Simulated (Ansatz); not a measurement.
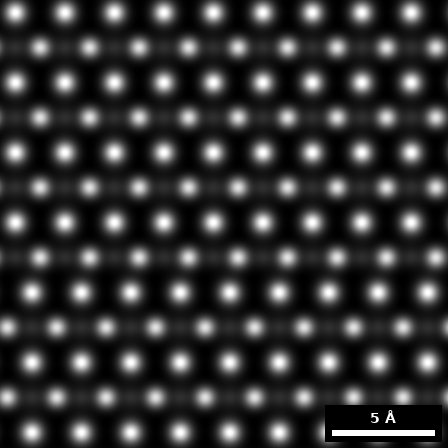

iDPC-like image of LiMgF3 (Pm-3m, No. 221) along [110]. Simulated as the projected potential of neutral atoms (B = 0.8 Å²) blurred by a 0.59 Å probe, the thin-sample limit of integrated differential phase contrast.

One planar defect was built into the perfect crystal by geometry alone, without relaxation. Host structure: the end point of a relaxation (final pressure about 15 GPa) with DFT PBEsol, scalar-relativistic, plane waves, PAW in Ansatz 0.2.0; the starting structure was generated, so it need not be a known form of this composition.

Question: Find the planar defect and say what kind it is.

Answer: A planar fault (a stacking fault or antiphase boundary) runs horizontally about 14 Å below the top edge. The part above it is shifted along the boundary by 2/3 of the 2.43 Å repeat of the rows (1.6 Å to the right, the same as 0.8 Å to the left); both parts keep the same orientation.
